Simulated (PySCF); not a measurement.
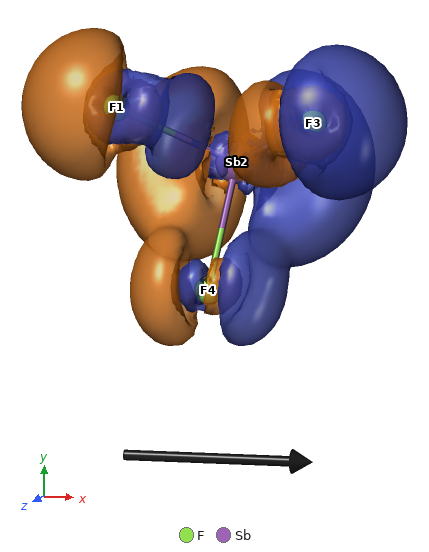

F3Sb, SMILES `F[Sb](F)F`. Change of the electron density in a uniform field of 0.21 V/Å along +x (arrow), surfaces at ±0.001 e/Å³ (orange: gain, blue: loss).

Method: PBE0/def2-TZVP; geometry: GFN2-xTB; program: PySCF. Core potentials replace the inner electrons of Sb; spin–orbit coupling isn't included. No frequency check shows the geometry to be a minimum. A basis without diffuse functions makes polarisabilities too small. GFN2-xTB bond lengths at metals and heavier atoms can be off by up to 0.1 Å and shapes distorted, which carries into these values.

Question: What dipole is induced, and what polarisability does it imply?

Answer: The induced dipole is 0.35 D (along the field); α along this axis, from the fields in both directions, is 34 bohr³ (5.1 Å³).

Question: Which atoms gain and lose the most charge?

Answer: Electrons gather most on F1 (Hirshfeld charge changes by −0.010 e) and leave F3 most (+0.010 e); 0.035 electrons are displaced in all.

The PySCF run took 23 s on 1 thread of Arm Neoverse V2, with other jobs on the host, peak memory 0.57 GiB.
